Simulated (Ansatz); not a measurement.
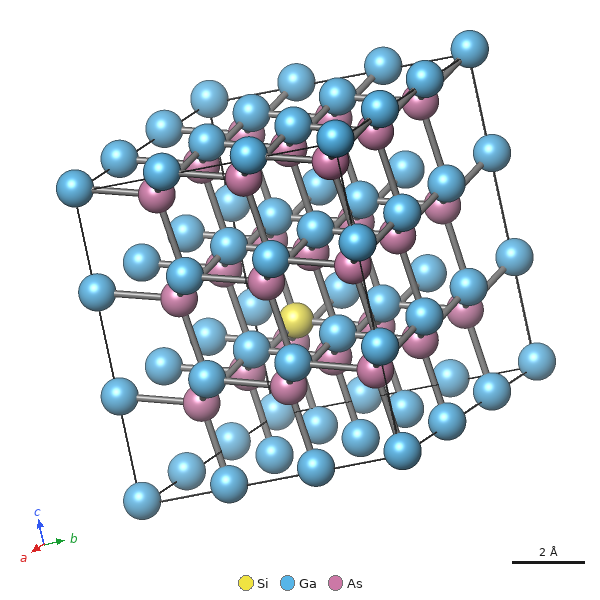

View slightly off an axis, drawn as a ball-and-stick model. The outline marks the supercell. The host is GaAs, in a cell of 54 sites, and the cell carries a charge of +1.

Question: Name the defect and give its surroundings.

Answer: Silicon on a gallium site (a substitutional impurity). It is bonded to four As in a tetrahedral arrangement at about 2.4 Å.

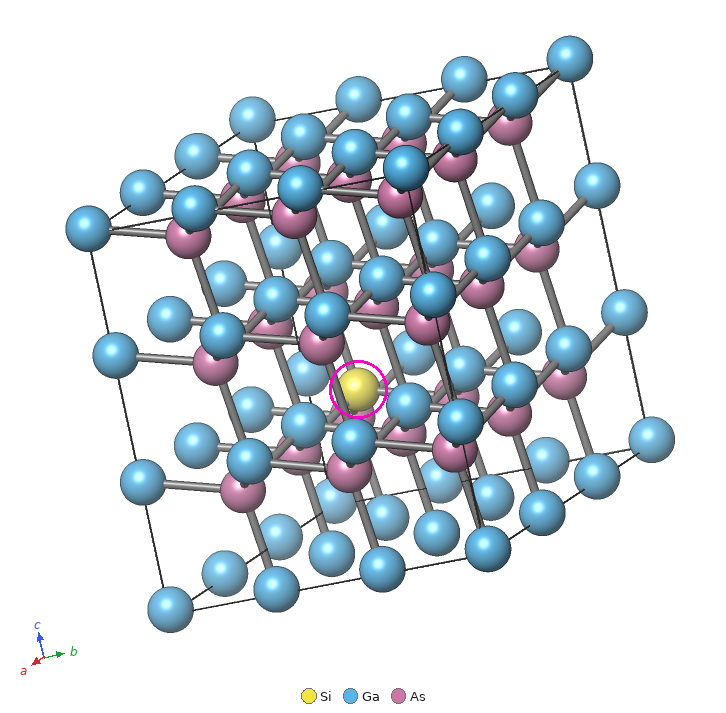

The same cell with a ring at the defect's site.

The atoms were relaxed in the host's cell with Ansatz 0.2.0, DFT LDA, scalar-relativistic, plane waves, PAW.
